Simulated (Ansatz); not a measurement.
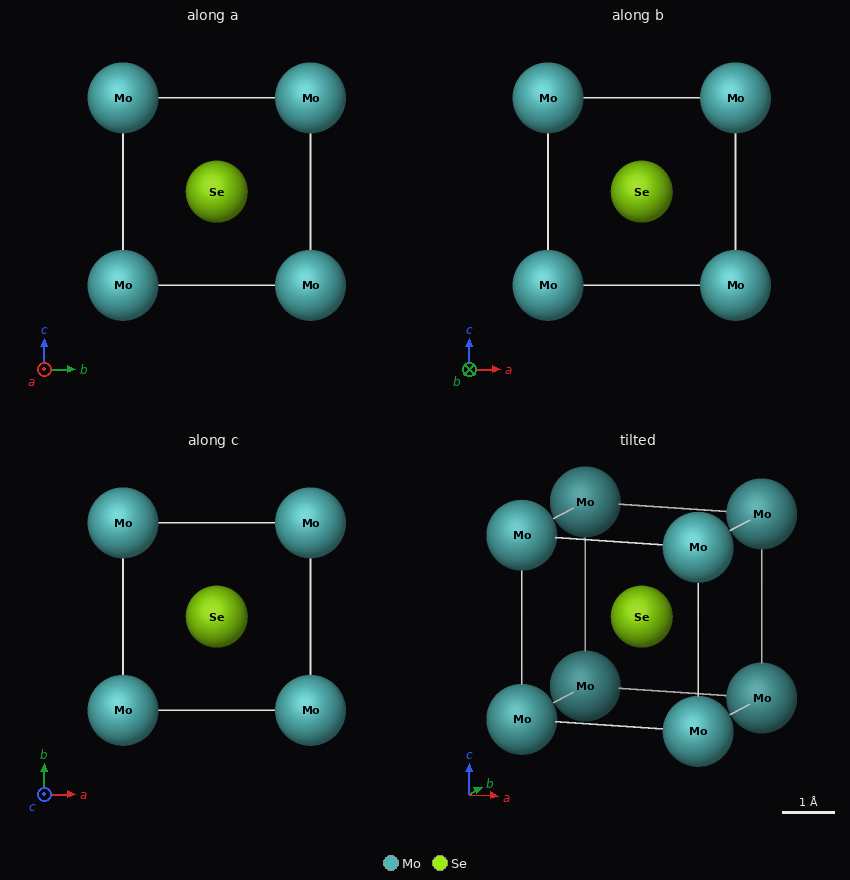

Shown here is a spheres-only view of the crystal, taken along the a axis, along the b axis, along the c axis and slightly off an axis. The lines enclose the conventional unit cell; boundary atoms appear with their images.

Lattice parameters: a = 3.645 Å, b = 3.645 Å, c = 3.645 Å, α = 90.00°, β = 90.00°, γ = 90.00°. Put a along x and b in the xy plane.

> Put the structure into a POSCAR file.

```
Mo Se
1.0
     3.645    0.000    0.000
     0.000    3.645    0.000
     0.000    0.000    3.645
Mo Se
1 1
Direct
  0.0000 0.0000 0.0000
  0.5000 0.5000 0.5000
```

Provenance: a structure type filled with these elements by a generator (whether the compound takes this form wasn't checked). Earlier steps of the study, as a rule a relaxation of our own, may have changed the cell and positions, so they can lie some per cent off the listed ones. It went into a calculation with Ansatz.

At this level of theory the run's own cell isn't at rest (stretched, at -6 GPa), so its distances can differ from those at equilibrium, the more so the softer the solid.
